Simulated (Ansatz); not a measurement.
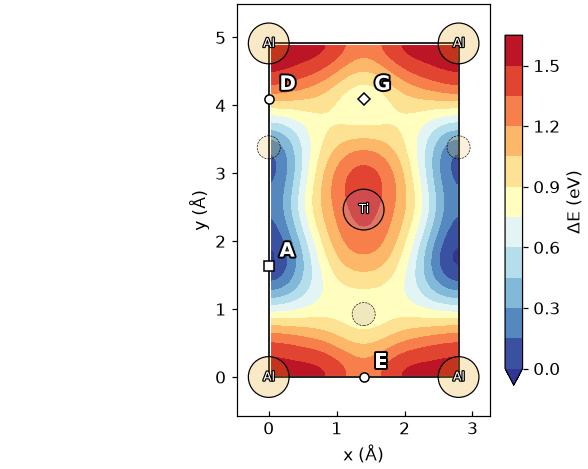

H on a TiAl(101) slab cut from the P4/mmm phase (8 atoms of substrate and one adsorbate in a 1 × 1 cell). One H atom a 1 × 1 cell is placed over a mesh of places on the rigid (1 0 1) surface, and only its height is relaxed. Places are given modulo a cell vector. The map is drawn in real space over the plane of the surface. The grid has 6 × 6 points. Energies are in eV, from the lowest grid point. With one adsorbate in each 1 × 1 cell, its nearest image is 2.8 Å away, so neighbouring adsorbates interact. The calculation used Ansatz 0.2.0, DFT PBEsol, scalar-relativistic, plane waves, PAW.

Drawn: filled contours, labelled circles for the atoms of the top layer and small ones for the second layer, the outline of one cell of the plane, lettered points. Between grid points the surface is interpolated.

What kind of point is each of A, D, E, G: minimum, saddle, maximum or slope?

Answer. A: minimum; D: on a slope; E: saddle point; G: minimum. (In these two coordinates alone; a stationary point may lie a little off the grid point.)

Rank the lettered points by energy, lowest first.

Answer. A (0.00 eV), G (0.80 eV), D (1.09 eV), E (1.27 eV).
